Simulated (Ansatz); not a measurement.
**One shape, several levels: SnH3 (SMILES [SnH3])**

Aim: a comparison of 6 runs (U-wB97M-V/STO-3G, UB3LYP/STO-3G, UHSE06/STO-3G, UMP2/STO-3G, UBCCD(T)/STO-3G, UCCSD/STO-3G) of SnH3. 

The calculation is run with Ansatz 0.2.0.

34 further runs of the same task are left out: 3 that didn't finish, 31 set aside as unsound or not needed.

**1. The structure to begin with**

The species is SnH3 (4 atoms), meant as a doublet with charge 0. As SMILES, `[SnH3]`. The H2–Sn1 distance was set to 3.430 Å, away from the relaxed value. At this shape a bond of the SMILES string is far longer than usual.

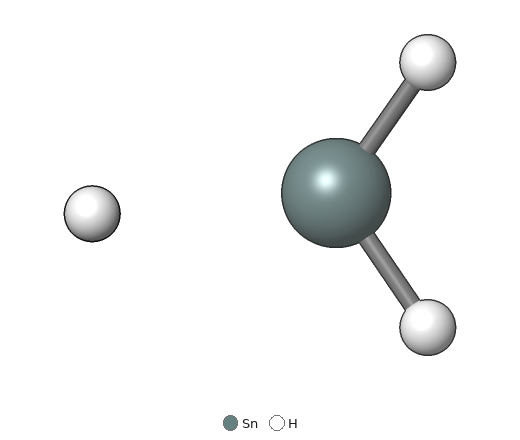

Viewed from a chosen angle; tin teal, hydrogen white.

**2. A single-point energy at U-wB97M-V/STO-3G (run 1)**

Input file job.yaml:

```yaml
crystal:
  periodic: [false, false, false]
  atoms:
    - {symbol: Sn, position_ang: [-0.494796, -0.434199, -1.785092]}
    - {symbol: H, position_ang: [1.055200, 0.011000, 1.241700]}
    - {symbol: H, position_ang: [-1.899996, -1.394799, -1.577392]}
    - {symbol: H, position_ang: [-0.929896, 1.089901, -2.439692]}
basis:
  gaussian:
    orbitals: STO-3G
hamiltonian:
  xc: {name: wB97M-V}
magnetization:
  spin_polarized: true
  initial_magnetization: 1
accuracy: high
```

Launch:

```
$ ansatz run job.yaml --threads 1 --pin off --max-ram 2610MiB --events-out events.jsonl --progress --plain --runs-dir runs
```

Standard output:

```text
Warning: RAYON_NUM_THREADS=1 ignored (pool sized by the plan → 1); use --threads N
Functional definition: wB97M-V
  name "wB97M-V"
  parameter omega = 0.3/bohr
  parameter cx = 0.15
  parameter cx01 = 1.007
  parameter cx10 = 0.259
  parameter css00 = 0.443
  parameter css04 = -1.437
  parameter css10 = -4.535
  parameter css20 = -3.390
  parameter css43 = 4.278
  parameter cos00 = 1.000
  parameter cos10 = 1.358
  parameter cos20 = 2.924
  parameter cos21 = -8.812
  parameter cos60 = -1.390
  parameter cos61 = 9.142
  parameter b = 6.0
  parameter c = 0.01
  gx(w, u) = 1 - cx + cx01*u + cx10*w
  gss(w, u) = css00 + css04*u^4 + css10*w + css20*w^2 + css43*w^4*u^3
  gos(w, u) = cos00 + cos10*w + (cos20 + cos21*u)*w^2 + (cos60 + cos61*u)*w^6
  exchange = spin_sum(e_x_unif_sr(omega)*gx(b97_w, b97_u_x)) + cx*exact_x_sr(omega) + exact_x_lr(omega)
  correlation = spin_sum(e_c_pw_mod_same_spin*gss(b97_w, b97_u_same))
      + integral(e_c_pw_mod_opposite_spin*gos(b97_w_opposite, b97_u_opposite)) + vv10(b, c)
514 factors; integrals over basis functions are off by at most 4.9e-9 eV
113 factors; integrals over basis functions are off by at most 6.8e-10 eV
mean field evaluation 1: about -162363.7545 eV, gradient 1.0e1 eV
mean field evaluation 2: about -162359.3502 eV, gradient 1.1e1 eV
mean field evaluation 4: about -162367.8627 eV, gradient 6.8e0 eV
mean field evaluation 8: about -162367.7704 eV, gradient 6.8e0 eV
mean field evaluation 16: about -162370.0734 eV, gradient 7.8e-6 eV
mean field -162370.07344617 eV, -5966.9901407582 hartree, gradient 3.5e-8 eV, S^2 0.889905; 2 other end points of the search recorded, 0 dependent functions left out
reference -162370.07344883 eV, -5966.9901408558 hartree; 27, 26 occupied and 3, 4 virtual orbitals, 514 factors
Total energy: -162370.07344883 eV, -5966.9901408558 hartree
```

Run time: 25 s. Hardware: 1 thread of Arm Neoverse V1, shared host; peak memory 0.46 GiB.

**3. A single-point energy at UB3LYP/STO-3G (run 2)**

Input file input.yaml:

```yaml
crystal:
  periodic: [false, false, false]
  atoms:
    - symbol: Sn
      position_ang: [-0.494796, -0.434199, -1.785092]
    - symbol: H
      position_ang: [1.055200, 0.011000, 1.241700]
    - symbol: H
      position_ang: [-1.899996, -1.394799, -1.577392]
    - symbol: H
      position_ang: [-0.929896, 1.089901, -2.439692]
basis:
  gaussian:
    orbitals: STO-3G
magnetization:
  spin_polarized: true
  initial_magnetization: 1
accuracy: high
hamiltonian:
  xc: {name: B3LYP}
```

Launch:

```
$ ansatz run input.yaml --threads 1 --pin off --max-ram 2610MiB --events-out events.jsonl --progress --plain --runs-dir runs
```

Standard output:

```text
Warning: RAYON_NUM_THREADS=1 ignored (pool sized by the plan → 1); use --threads N
Functional definition: B3LYP
  name "B3LYP"
  parameter a0 = 0.2
  parameter ax = 0.72
  parameter ac = 0.81
  exchange = (1 - a0 - ax)*slater_x + ax*b88_x + a0*exact_x
  correlation = (1 - ac)*vwn_rpa_c + ac*lyp_c
514 factors; integrals over basis functions are off by at most 4.9e-9 eV
mean field evaluation 1: about -162360.8742 eV, gradient 1.1e1 eV
mean field evaluation 2: about -162354.4677 eV, gradient 9.1e0 eV
mean field evaluation 4: about -162360.1300 eV, gradient 1.0e1 eV
mean field evaluation 8: about -162367.6700 eV, gradient 4.4e-1 eV
mean field evaluation 16: about -162367.6439 eV, gradient 2.1e-8 eV
mean field -162367.64386229 eV, -5966.9008551973 hartree, gradient 2.1e-8 eV, S^2 1.057936; 3 other end points of the search recorded, 0 dependent functions left out
reference -162367.64389033 eV, -5966.9008562278 hartree; 27, 26 occupied and 3, 4 virtual orbitals, 514 factors
Total energy: -162367.64389033 eV, -5966.9008562278 hartree
```

Wall time 4.8 s (1 thread of Arm Neoverse V1, shared host); peak memory 0.14 GiB.

Run 3 isn't shown in full; the table further down has it.

**4. The energy at UMP2/STO-3G (run 4)**

Input file in.yaml:

```yaml
crystal:
  periodic: [false, false, false]
  atoms:
    - symbol: Sn
      position_ang: [-0.494796, -0.434199, -1.785092]
    - symbol: H
      position_ang: [1.055200, 0.011000, 1.241700]
    - symbol: H
      position_ang: [-1.899996, -1.394799, -1.577392]
    - symbol: H
      position_ang: [-0.929896, 1.089901, -2.439692]
basis:
  gaussian:
    orbitals: STO-3G
magnetization:
  spin_polarized: true
  initial_magnetization: 1
correlation:
  method: mp2
  frozen_orbitals: {H: 0, Sn: 18}
accuracy: high
```

Launch:

```
$ ansatz run in.yaml --threads 1 --pin off --max-ram 2610MiB --events-out events.jsonl --progress --plain --runs-dir runs
```

Standard output:

```text
Warning: RAYON_NUM_THREADS=1 ignored (pool sized by the plan → 1); use --threads N
Functional definition: HF
  name "HF"
  exchange = exact_x
  correlation = 0
514 factors; integrals over basis functions are off by at most 4.9e-9 eV
mean field evaluation 1: about -162305.0369 eV, gradient 8.6e0 eV
mean field evaluation 2: about -162305.0405 eV, gradient 8.6e0 eV
mean field evaluation 4: about -162309.1828 eV, gradient 5.9e0 eV
mean field evaluation 8: about -162309.3201 eV, gradient 6.5e0 eV
mean field evaluation 16: about -162311.6947 eV, gradient 2.0e-8 eV
mean field evaluation 32: about -162311.8073 eV, gradient 2.6e-1 eV
mean field -162311.80230165 eV, -5964.8487156946 hartree, gradient 1.9e-8 eV, S^2 1.288412; 7 other end points of the search recorded, 0 dependent functions left out
18 core orbitals not correlated: weight in the atoms' cores, before any rotation towards them, 1.000 or more for the frozen orbitals, at most 0.000 for the correlated occupied ones
reference -162311.80230165 eV, -5964.8487156946 hartree; 9, 8 occupied and 3, 4 virtual orbitals, 514 factors
second order -0.66536339 eV of doubles, -0.00000000 eV of singles
Total energy: -162312.46766504 eV, -5964.8731673482 hartree
```

Run time: 1.1 s. Hardware: 1 thread of Arm Neoverse V1, shared host.

Run 5 isn't shown in full; the table further down has it.

**5. A single-point energy at UCCSD/STO-3G (run 6)**

Input file job.yaml:

```yaml
crystal:
  periodic: [false, false, false]
  atoms:
    - symbol: Sn
      position_ang: [-0.494796, -0.434199, -1.785092]
    - symbol: H
      position_ang: [1.055200, 0.011000, 1.241700]
    - symbol: H
      position_ang: [-1.899996, -1.394799, -1.577392]
    - symbol: H
      position_ang: [-0.929896, 1.089901, -2.439692]
basis:
  gaussian:
    orbitals: STO-3G
total_charge: 0
magnetization:
  spin_polarized: true
  initial_magnetization: 1
correlation:
  method: ccsd
  frozen_orbitals: {H: 0, Sn: 18}
accuracy: high
scf:
  omitted_lower_state_checks: [cluster_reference, increment]
```

Launch:

```
$ ansatz run job.yaml --threads 1 --pin off --max-ram 2610MiB --events-out events.jsonl --progress --plain --runs-dir runs
```

Standard output:

```text
Warning: RAYON_NUM_THREADS=1 ignored (pool sized by the plan → 1); use --threads N
[... 13 lines left out ...]
18 core orbitals not correlated: weight in the atoms' cores, before any rotation towards them, 1.000 or more for the frozen orbitals, at most 0.000 for the correlated occupied ones
[... 42 lines left out ...]
Total energy: -162312.91134907 eV, -5964.8894724353 hartree
Checks for a lower state left out: cluster_reference, increment
```

It took 1.3 s on 1 thread of Arm Neoverse V1, shared host.

**6. Overview of the runs**

| run | level | frozen core orbitals | energy (Eh) | ⟨S²⟩ | wall time |
| --- | --- | --- | --- | --- | --- |
| 1 | U-wB97M-V/STO-3G | – | -5966.990141 | 0.890 | 25 s |
| 2 | UB3LYP/STO-3G | – | -5966.900856 | 1.058 | 4.8 s |
| 3 | UHSE06/STO-3G | – | -5966.635807 | 1.136 | 7.2 s |
| 4 | UMP2/STO-3G | 18 | -5964.873167 | 1.288 | 1.1 s |
| 5 | UBCCD(T)/STO-3G | 18 | -5964.889682 | 1.288 | 1.4 s |
| 6 | UCCSD/STO-3G | 18 | -5964.889472 | 1.288 | 1.3 s |

**7. Summary of results**

```
                                           quantity           value
                                run 6: total energy  -5964.88947 Eh
run 6: correlation energy (18 core orbitals frozen)       -40.8 mEh
           run 6: ⟨S²⟩ of the reference determinant           1.288
                               run 6: T1 diagnostic           0.052
```

Totals of different functionals can't be ranked against each other. In runs 1, 2, 3, 4, 5, 6 the basis is minimal, so the values are rough. In runs 1, 2, 3, 4, 5, 6 relativity is left out where basis or elements ask for it. Spin contamination of the reference: run 4 ⟨S²⟩ = 1.29, run 5 ⟨S²⟩ = 1.29, run 6 ⟨S²⟩ = 1.29, run 3 ⟨S²⟩ = 1.14, run 2 ⟨S²⟩ = 1.06, run 1 ⟨S²⟩ = 0.89. All runs together took 40 s, the longest 25 s.
